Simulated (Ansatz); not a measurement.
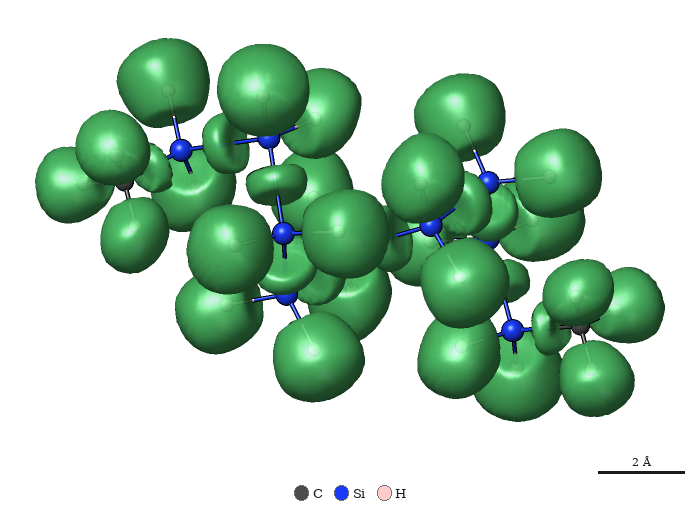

Figure. C₂H₂₄Si₉ (SMILES C[SiH2][SiH2][SiH2][SiH2][SiH2][SiH2][SiH2][SiH2][SiH2]C) (charge +1, doublet). Isosurface of the electron localisation function at 0.8 (green), seen at a tilt. Core shells and regions of very low density are left out.

Geometry: r2SCAN-D4/def2-SVP.

These are results of UKS PBE0-D4/def2-SVP in Ansatz, not measurements.

| atom | x (Å) | y (Å) | z (Å) |
| --- | --- | --- | --- |
| C | -5.6627 | 0.8355 | -0.3953 |
| Si | -4.4677 | 0.5198 | -1.7941 |
| Si | -3.6937 | -1.7649 | -1.7453 |
| Si | -2.8659 | -1.8676 | 0.4834 |
| Si | -1.3953 | -0.0869 | 0.8833 |
| Si | 0.1471 | 0.0530 | -0.8907 |
| Si | 1.5973 | 1.8567 | -0.4607 |
| Si | 2.4906 | 1.6013 | 1.6943 |
| Si | 3.1086 | -0.6923 | 1.9853 |
| Si | 4.6400 | -0.9492 | 0.1514 |
| C | 6.0086 | 0.3176 | 0.2289 |
| H | -6.5314 | 0.1609 | -0.4489 |
| H | -6.0370 | 1.8716 | -0.4655 |
| H | -5.1856 | 0.7187 | 0.5899 |
| H | -3.2154 | 1.3300 | -1.7047 |
| H | -5.0797 | 0.6369 | -3.1539 |
| H | -2.6195 | -1.9592 | -2.7627 |
| H | -4.8254 | -2.7083 | -1.9806 |
| H | -2.1401 | -3.1769 | 0.5635 |
| H | -4.0694 | -1.8622 | 1.3686 |
| H | -0.6441 | -0.3404 | 2.1542 |
| H | -2.1619 | 1.1899 | 1.0176 |
| H | -0.5728 | 0.2452 | -2.1866 |
| H | 0.9189 | -1.2273 | -0.9527 |
| H | 0.8084 | 3.1265 | -0.5041 |
| H | 2.7184 | 1.9048 | -1.4479 |
| H | 1.4858 | 1.8770 | 2.7697 |
| H | 3.7373 | 2.3883 | 1.9308 |
| H | 3.7571 | -0.9287 | 3.3077 |
| H | 1.9429 | -1.6089 | 1.8130 |
| H | 3.7842 | -0.8265 | -1.0661 |
| H | 5.1115 | -2.3601 | 0.3216 |
| H | 6.7261 | 0.1233 | -0.5868 |
| H | 6.5583 | 0.2606 | 1.1810 |
| H | 5.6267 | 1.3422 | 0.1022 |

Identify the bonds, lone pairs and shells in this picture.

At this value the surface marks out two regions between bonded C–Si atoms (shared pairs), eight regions between bonded Si–Si atoms (shared pairs) and 24 regions around hydrogen nuclei. Profiles from the grid: C–Si (1.87 Å): the ELF peaks at about 0.95 between the atoms; localised, covalent bonding. Si–Si (2.34 Å): the ELF peaks at about 1 between the atoms; a covalent bond.
